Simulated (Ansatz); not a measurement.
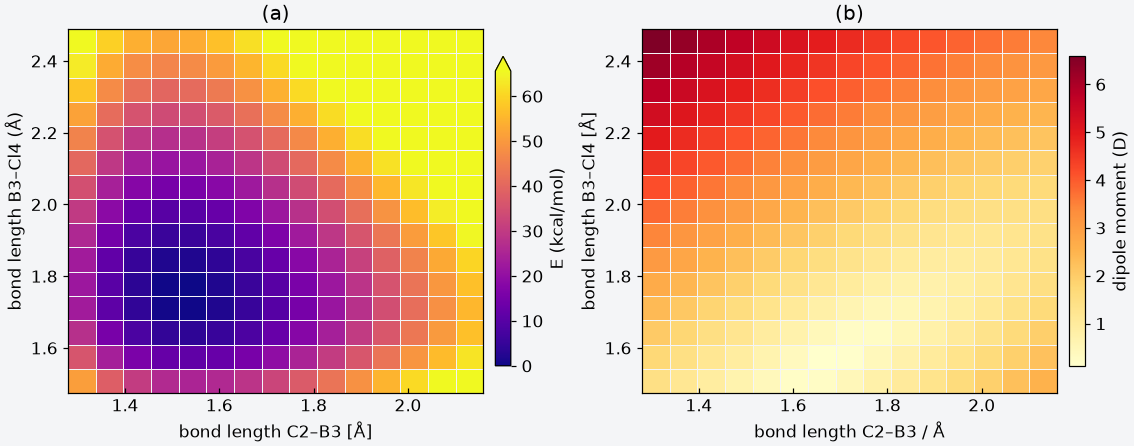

C₂H₂BCl, SMILES C#CBCl. Coordinates scanned: (1) bond length C2–B3; (2) bond length B3–Cl4. Nothing is relaxed (all other coordinates rigid). The scan uses a 15 × 15 grid. Points are written as (first, second). All energies are given in kcal/mol relative to the lowest grid point. These are results of RHF/def2-TZVP in Ansatz 0.2.0, not measurements.

Panel (a) is the energy and panel (b) the computed dipole moment on the same grid.

In the figure: one coloured cell a grid point, one colour for all values above the top of the scale.

> How does the dipole moment vary over the map, and what is it at the lowest grid point?

Leaving out the highest fifth of the energies, it runs from 0.1 D at (1.661 Å, 1.576 Å) to 6.3 D at (1.367 Å, 2.455 Å). At the lowest grid point, (1.543 Å, 1.779 Å), it is 1.7 D.
